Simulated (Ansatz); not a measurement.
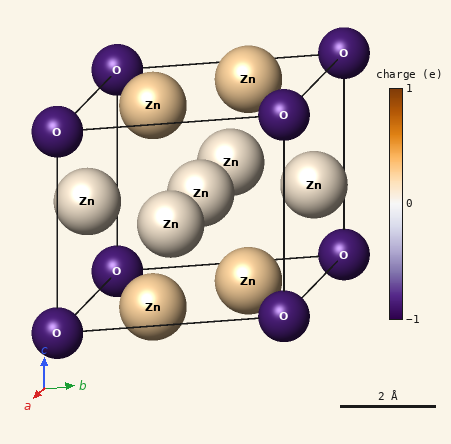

Shown here is a spheres-only view of the crystal, taken slightly off an axis. The frame is the simulation cell; atoms at its boundary are shown with their periodic copies. The atoms of this Zn5O cell are coloured by their Bader charge.

Electronic-structure method: DFT PBE, scalar-relativistic, plane waves, PAW (Ansatz 0.2.0). Parameters: plane-wave cutoff 420 eV, a 12×12×10 k-point grid, Gaussian smearing of 0.1 eV, collinear spins. The state is ferromagnetic.

> Which atoms are positive and which negative?

Most positive: Zn; most negative: O. Charges: about Zn +0.1 to +0.3 e; O -0.8 e.

The model was built from a structure type filled with these elements by a generator (whether the compound takes this form wasn't checked). Earlier steps of the study may have refined or changed the cell and positions. A calculation with Ansatz used it as input.
